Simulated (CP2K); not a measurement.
Band structure of AlCo (Pm-3m, 2 atoms in the cell).

```
AlCo
1.0
    2.79515     0.00000     0.00000
    0.00000     2.79515     0.00000
    0.00000     0.00000     2.79515
Al Co
1 1
Direct
  0.00000   0.00000   0.00000
  0.50000   0.50000   0.50000
```

Computed with PBE, GPW, DZVP-MOLOPT-SR-GTH basis, GTH-PBE potentials (GTH_POTENTIALS) (CP2K 2026.2).

Settings: CUTOFF = 600 Ry; REL_CUTOFF = 40 Ry; SMEAR/METHOD = GAUSSIAN; SIGMA = 0.272 eV; KPOINTS/SCHEME = MONKHORST-PACK 9 9 9; XC_FUNCTIONAL = PBE; Al/BASIS_SET = DZVP-MOLOPT-SR-GTH-q3; Al/POTENTIAL = GTH-PBE-q3; Co/BASIS_SET = DZVP-MOLOPT-SR-GTH-q17; Co/POTENTIAL = GTH-PBE-q17; METHOD = GPW; EPS_DEFAULT = 1e-11; EXTRAPOLATION = USE_GUESS; NGRIDS = 5.

The starting cell comes from a database of computed structures (which also holds hypothetical and non-ambient phases and stackings), without a prior relaxation at this level. Its lattice was rescaled by a random factor within 2.5 % of one. Spin polarisation is off. Values carry the incompleteness of an atom-centred basis.

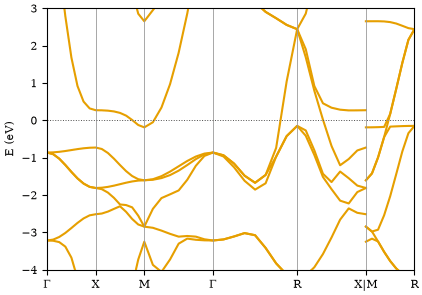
Figure: Bands along the path, energies from the Fermi level.

Levels in eV from the Fermi level, bands 7 to 12:
```csv
point,7,8,9,10,11,12
Γ,-3.22,-0.86,-0.86,-0.86,6.32,6.32
X,-2.52,-1.81,-1.81,-0.73,0.27,8.64
M,-2.85,-2.85,-1.61,-1.61,-0.19,2.65
R,-4.24,-0.15,-0.15,2.44,2.44,2.44
```

Bands cross the Fermi level along this path, so the cell is metallic at this level.

Higher empty bands are left out: an atom-centred basis made for the valence describes them poorly.
